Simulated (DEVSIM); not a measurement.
Device: TaN/AlN/n-GaSb capacitor, at 300 K.

```
layer (left to right)  material  thickness (nm)  Nd (cm⁻³)
---------------------  --------  --------------  ---------
1                           AlN            2.00          -
2                          GaSb            7900     5.8e15
```

Metal gate on the left, work function 4.4 eV. Fixed charge at the semiconductor interface 3e11 cm⁻² (in units of +e); no interface traps.

Constants are typed, rounded textbook-type inputs, not results; the design itself was drawn at random and stands for no fabricated device. Values at 300 K.

```csv
parameter,AlN,GaSb
gap (eV),6.1,0.726
affinity (eV),1.9,4.06
permittivity,8.5,15.7
Nc (cm⁻³),-,2.1e17
Nv (cm⁻³),-,1.8e19
```

DEVSIM, 1D Poisson equation in equilibrium, Boltzmann statistics, complete ionisation; no quantum confinement or tunnelling. Metal contacts follow the ideal Schottky-Mott rule: no Fermi-level pinning, no interface dipoles.

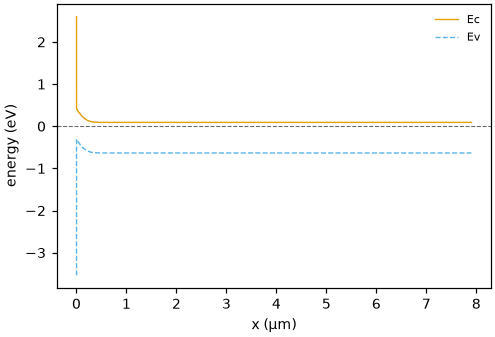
*Band edges at -0.1 V on the gate*

Energies count from the Fermi level of the right contact; mesh points crowd at the junctions.

```json
[
 {"x (μm)": "0.000", "Ec (eV)": "2.600", "Ev (eV)": "-3.500", "n (cm⁻³)": "< 1e2", "p (cm⁻³)": "< 1e2", "field (V/cm)": "-100000"},
 {"x (μm)": "0.0008535", "Ec (eV)": "2.591", "Ev (eV)": "-3.509", "n (cm⁻³)": "< 1e2", "p (cm⁻³)": "< 1e2", "field (V/cm)": "-100000"},
 {"x (μm)": "0.001674", "Ec (eV)": "2.583", "Ev (eV)": "-3.517", "n (cm⁻³)": "< 1e2", "p (cm⁻³)": "< 1e2", "field (V/cm)": "-100000"},
 {"x (μm)": "0.002704", "Ec (eV)": "0.418", "Ev (eV)": "-0.308", "n (cm⁻³)": "2.0e10", "p (cm⁻³)": "1.2e14", "field (V/cm)": "-20000"},
 {"x (μm)": "0.006172", "Ec (eV)": "0.412", "Ev (eV)": "-0.314", "n (cm⁻³)": "2.6e10", "p (cm⁻³)": "9.4e13", "field (V/cm)": "-20000"},
 {"x (μm)": "0.01247", "Ec (eV)": "0.399", "Ev (eV)": "-0.327", "n (cm⁻³)": "4.1e10", "p (cm⁻³)": "5.8e13", "field (V/cm)": "-19000"},
 {"x (μm)": "0.02706", "Ec (eV)": "0.372", "Ev (eV)": "-0.354", "n (cm⁻³)": "1.2e11", "p (cm⁻³)": "2.0e13", "field (V/cm)": "-18000"},
 {"x (μm)": "0.07583", "Ec (eV)": "0.290", "Ev (eV)": "-0.436", "n (cm⁻³)": "2.8e12", "p (cm⁻³)": "8.5e11", "field (V/cm)": "-15000"},
 {"x (μm)": "0.1643", "Ec (eV)": "0.182", "Ev (eV)": "-0.544", "n (cm⁻³)": "1.8e14", "p (cm⁻³)": "1.3e10", "field (V/cm)": "-9300"},
 {"x (μm)": "0.3574", "Ec (eV)": "0.100", "Ev (eV)": "-0.626", "n (cm⁻³)": "4.5e15", "p (cm⁻³)": "5.4e8", "field (V/cm)": "-1000"},
 {"x (μm)": "0.8050", "Ec (eV)": "0.093", "Ev (eV)": "-0.633", "n (cm⁻³)": "5.8e15", "p (cm⁻³)": "4.1e8", "field (V/cm)": "≈ 0"},
 {"x (μm)": "2.300", "Ec (eV)": "0.093", "Ev (eV)": "-0.633", "n (cm⁻³)": "5.8e15", "p (cm⁻³)": "4.1e8", "field (V/cm)": "≈ 0"},
 {"x (μm)": "4.787", "Ec (eV)": "0.093", "Ev (eV)": "-0.633", "n (cm⁻³)": "5.8e15", "p (cm⁻³)": "4.1e8", "field (V/cm)": "≈ 0"},
 {"x (μm)": "6.474", "Ec (eV)": "0.093", "Ev (eV)": "-0.633", "n (cm⁻³)": "5.8e15", "p (cm⁻³)": "4.1e8", "field (V/cm)": "≈ 0"},
 {"x (μm)": "7.403", "Ec (eV)": "0.093", "Ev (eV)": "-0.633", "n (cm⁻³)": "5.8e15", "p (cm⁻³)": "4.1e8", "field (V/cm)": "≈ 0"},
 {"x (μm)": "7.681", "Ec (eV)": "0.093", "Ev (eV)": "-0.633", "n (cm⁻³)": "5.8e15", "p (cm⁻³)": "4.1e8", "field (V/cm)": "≈ 0"},
 {"x (μm)": "7.801", "Ec (eV)": "0.093", "Ev (eV)": "-0.633", "n (cm⁻³)": "5.8e15", "p (cm⁻³)": "4.1e8", "field (V/cm)": "≈ 0"},
 {"x (μm)": "7.856", "Ec (eV)": "0.093", "Ev (eV)": "-0.633", "n (cm⁻³)": "5.8e15", "p (cm⁻³)": "4.1e8", "field (V/cm)": "≈ 0"},
 {"x (μm)": "7.887", "Ec (eV)": "0.093", "Ev (eV)": "-0.633", "n (cm⁻³)": "5.8e15", "p (cm⁻³)": "4.1e8", "field (V/cm)": "≈ 0"},
 {"x (μm)": "7.896", "Ec (eV)": "0.093", "Ev (eV)": "-0.633", "n (cm⁻³)": "5.8e15", "p (cm⁻³)": "4.1e8", "field (V/cm)": "≈ 0"},
 {"x (μm)": "7.900", "Ec (eV)": "0.093", "Ev (eV)": "-0.633", "n (cm⁻³)": "5.8e15", "p (cm⁻³)": "4.1e8", "field (V/cm)": "≈ 0"},
 {"x (μm)": "7.902", "Ec (eV)": "0.093", "Ev (eV)": "-0.633", "n (cm⁻³)": "5.8e15", "p (cm⁻³)": "4.1e8", "field (V/cm)": "≈ 0"}
]
```
